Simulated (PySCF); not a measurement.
Molecule: SMILES [CH2]C(=C)C, doublet. Atoms near the plane z = 0.0 Å, at the B3LYP/def2-SVP optimised geometry (x, y, z in Å): C4 (0.7, 0.1, 0.0), H7 (-1.8, -1.1, -0.2), H9 (1.8, 0.1, 0.0), H10 (0.3, 1.2, 0.0), H11 (0.3, -0.3, 0.9).

Method: unrestricted B3LYP/def2-TZVP (PySCF). Cells within 0.4 Å of a nucleus heavier than hydrogen are left out (blank, or x). The values are rescaled to run from 0 to 1.

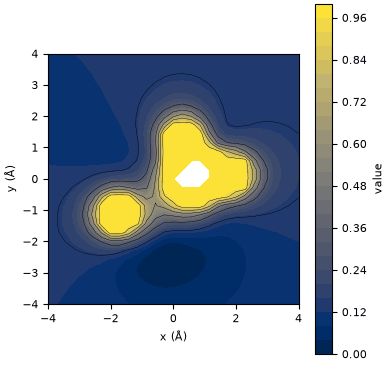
*a field on the plane z = 0.0 Å.*

Question: Which quantity is mapped?
A. electrostatic potential
B. an orbital amplitude
C. Laplacian of the electron density
D. log10 of the electron density

Answer: A, electrostatic potential. In full: electrostatic potential (hartree/e), clipped to [-0.08, 0.12].
